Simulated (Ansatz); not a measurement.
**Two runs on C2H4AlB**

System: C2H4AlB, SMILES [AlH2][B]1C=C1.
Method of run A: RHF-CCSD(T), frozen core/def2-TZVPP (Ansatz 0.2.0).

The geometry: displaced from a GFN2-xTB structure. Text and figures count atoms from 1; the logs count them from 0 in places.

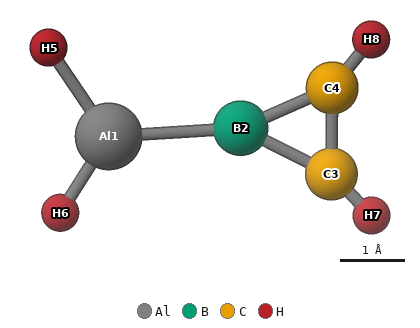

Fig. 1: The structure (ball-and-stick view, seen on its broad side; atoms are numbered from 1 in the order of the input). Sticks mark near contacts. Bond lengths as drawn: Al–B 2.08 Å, Al–H 1.43 to 1.70 Å, B–C 1.58 to 1.60 Å, C–C 1.37 Å and C–H 0.92 to 0.98 Å.

Input file, run A:
```yaml
crystal:
  periodic: [false, false, false]
  atoms:
    - {symbol: Al, position_ang: [-1.091900, 1.488500, -0.633300]}
    - {symbol: B, position_ang: [0.036700, -0.129200, 0.032900]}
    - {symbol: C, position_ang: [1.332100, -0.693600, 0.788600]}
    - {symbol: C, position_ang: [0.523500, -1.620200, 0.191800]}
    - {symbol: H, position_ang: [-2.509900, 1.241000, -1.530800]}
    - {symbol: H, position_ang: [-0.838600, 2.862700, -0.314800]}
    - {symbol: H, position_ang: [2.074100, -0.717800, 1.331600]}
    - {symbol: H, position_ang: [0.411700, -2.587200, 0.089400]}
basis:
  gaussian: {orbitals: def2-TZVPP}
correlation: {method: ccsd_t}
output: {forces: true}
```

Hardware: 4 CPU threads, shared host.

Output (run A):
```
Functional definition: HF
  exchange = exact_x
  correlation = 0
1135 factors; integrals over basis functions are off by at most 8.8e-4 eV
mean field evaluation 1: about -9373.1533 eV, gradient 3.1e1 eV
mean field evaluation 2: about -9373.3297 eV, gradient 3.1e1 eV
mean field evaluation 4: about -9376.3533 eV, gradient 3.3e0 eV
mean field evaluation 8: about -9376.4028 eV, gradient 1.4e-1 eV
mean field evaluation 16: about -9375.6692 eV, gradient 1.4e1 eV
mean field -9376.40289117 eV, -344.5764506963 hartree, gradient 1.7e-6 eV, S^2 0.000000; 0 other end points of the search recorded, 0 dependent functions left out
8 core orbitals not correlated: weight in the atoms' cores, before any rotation towards them, 1.000 or more for the frozen orbitals, at most 0.000 for the correlated occupied ones
reference -9376.40289117 eV, -344.5764506963 hartree; 9, 9 occupied and 174, 174 virtual orbitals, 1135 factors
second order -12.90743257 eV of doubles, -0.00000000 eV of singles
cycle   1  -13.38964285 eV  change   -4.8e-1 eV  update   8.7e-2
cycle   2  -13.81192215 eV  change   -4.2e-1 eV  update   2.7e-2
cycle   3  -13.87356893 eV  change   -6.2e-2 eV  update   1.1e-2
cycle   4  -13.87018581 eV  change    3.4e-3 eV  update   3.1e-3
cycle   5  -13.87090775 eV  change   -7.2e-4 eV  update   1.1e-3
cycle   6  -13.87104809 eV  change   -1.4e-4 eV  update   5.1e-4
cycle   7  -13.87094899 eV  change    9.9e-5 eV  update   1.9e-4
cycle   8  -13.87100211 eV  change   -5.3e-5 eV  update   7.2e-5
cycle   9  -13.87101649 eV  change   -1.4e-5 eV  update   2.5e-5
cycle  10  -13.87100458 eV  change    1.2e-5 eV  update   8.2e-6
cycle  11  -13.87100734 eV  change   -2.8e-6 eV  update   3.9e-6
perturbative correction -0.66546926 eV, -0.0244555442 hartree
the calculation of the forces begins
Total energy: -9390.93936777 eV, -345.1106563581 hartree
Atom 0 at    -1.091900     1.488500    -0.633300 Å, force    -1.927016    -2.516297    -1.223400 eV/Å
Atom 1 at     0.036700    -0.129200     0.032900 Å, force     2.895818    -2.766126     1.243334 eV/Å
Atom 2 at     1.332100    -0.693600     0.788600 Å, force    -9.760083     0.236202    -6.578480 eV/Å
Atom 3 at     0.523500    -1.620200     0.191800 Å, force    -0.071588     7.204272     0.508141 eV/Å
Atom 4 at    -2.509900     1.241000    -1.530800 Å, force     0.983689     0.088433     0.537863 eV/Å
Atom 5 at    -0.838600     2.862700    -0.314800 Å, force     0.670189     2.584946     0.631335 eV/Å
Atom 6 at     2.074100    -0.717800     1.331600 Å, force     7.629572     0.024475     5.411335 eV/Å
Atom 7 at     0.411700    -2.587200     0.089400 Å, force    -0.420581    -4.855905    -0.530128 eV/Å
Dipole moment:     0.265537    -0.178785     0.137771 e Å
```

The input of run B differs as follows (lines with − go, lines with + come):
```diff
-correlation: {method: ccsd_t}
+hamiltonian: {xc: {name: wB97M-V}}
```

Predict how the results change.

The total energies belong to different methods, so their difference says nothing on which is more stable or more accurate. The largest force goes from 11.772 to 12.394 eV/Å.

Output (run B):
```
Functional definition: wB97M-V
  parameter omega = 0.3/bohr
  parameter cx = 0.15
  parameter cx01 = 1.007
  parameter cx10 = 0.259
  parameter css00 = 0.443
  parameter css04 = -1.437
  parameter css10 = -4.535
  parameter css20 = -3.390
  parameter css43 = 4.278
  parameter cos00 = 1.000
  parameter cos10 = 1.358
  parameter cos20 = 2.924
  parameter cos21 = -8.812
  parameter cos60 = -1.390
  parameter cos61 = 9.142
  parameter b = 6.0
  parameter c = 0.01
  gx(w, u) = 1 - cx + cx01*u + cx10*w
  gss(w, u) = css00 + css04*u^4 + css10*w + css20*w^2 + css43*w^4*u^3
  gos(w, u) = cos00 + cos10*w + (cos20 + cos21*u)*w^2 + (cos60 + cos61*u)*w^6
  exchange = spin_sum(e_x_unif_sr(omega)*gx(b97_w, b97_u_x)) + cx*exact_x_sr(omega) + exact_x_lr(omega)
  correlation = spin_sum(e_c_pw_mod_same_spin*gss(b97_w, b97_u_same))
      + integral(e_c_pw_mod_opposite_spin*gos(b97_w_opposite, b97_u_opposite)) + vv10(b, c)
1037 factors; their error is unknown
271 factors; integrals over basis functions are off by at most 1.2e-5 eV
mean field evaluation 1: about -9403.4813 eV, gradient 4.1e1 eV
mean field evaluation 2: about -9405.1764 eV, gradient 3.2e1 eV
mean field evaluation 4: about -9407.7364 eV, gradient 1.5e0 eV
mean field evaluation 8: about -9407.7432 eV, gradient 4.6e-1 eV
mean field evaluation 16: about -9407.7436 eV, gradient 3.9e-5 eV
mean field -9407.74356102 eV, -345.7281990698 hartree, gradient 4.0e-5 eV, S^2 0.000000; 0 other end points of the search recorded, 0 dependent functions left out
the calculation of the forces begins
reference -9407.74361602 eV, -345.7282010912 hartree; 17, 17 occupied and 174, 174 virtual orbitals, 1037 factors
Total energy: -9407.74361602 eV, -345.7282010912 hartree
Atom 0 at    -1.091900     1.488500    -0.633300 Å, force    -1.875211    -2.504603    -1.186474 eV/Å
Atom 1 at     0.036700    -0.129200     0.032900 Å, force     3.170502    -3.086905     1.373545 eV/Å
Atom 2 at     1.332100    -0.693600     0.788600 Å, force   -10.288273    -0.059239    -6.910561 eV/Å
Atom 3 at     0.523500    -1.620200     0.191800 Å, force     0.178519     7.845691     0.741038 eV/Å
Atom 4 at    -2.509900     1.241000    -1.530800 Å, force     1.052698     0.099577     0.583942 eV/Å
Atom 5 at    -0.838600     2.862700    -0.314800 Å, force     0.638111     2.450372     0.597740 eV/Å
Atom 6 at     2.074100    -0.717800     1.331600 Å, force     7.513980     0.002253     5.313580 eV/Å
Atom 7 at     0.411700    -2.587200     0.089400 Å, force    -0.390325    -4.747145    -0.512811 eV/Å
Dipole moment:     0.270568    -0.177802     0.142225 e Å
```

The two runs side by side:

| quantity | run A | run B |
| --- | --- | --- |
| outcome | converged | converged |
| total energy (hartree) | −345.110656 | −345.728201 |
| dipole moment (D) | 1.67 | 1.70 |
| largest force (eV/Å) | 11.772 | 12.394 |
| basis functions | 191 | 191 |
| wall time (shared host) | 76 s | 3.6 s |
